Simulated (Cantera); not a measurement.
Feed: 1 mol CCl4, 0.38 mol H2, at 2.10 Pa.

Equilibrium computed with Cantera from the NASA thermochemical tables; the gas is ideal and each condensed phase is pure. Candidate condensed phases: C, C6H6, C7H8, C8H18; 91 gas species. Kinetics and transport are ignored.

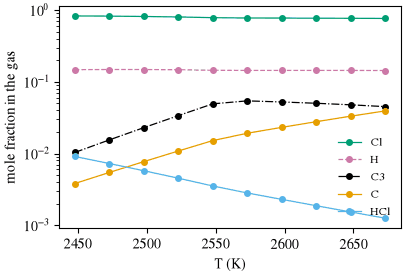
Equilibrium gas composition (values under 1e-9 drawn at 1e-9)

Question: Read off the mole fractions at 2623 K.

Answer: Cl about 0.77, H about 0.14, C3 about 0.050, C about 0.028, HCl about 0.0019.
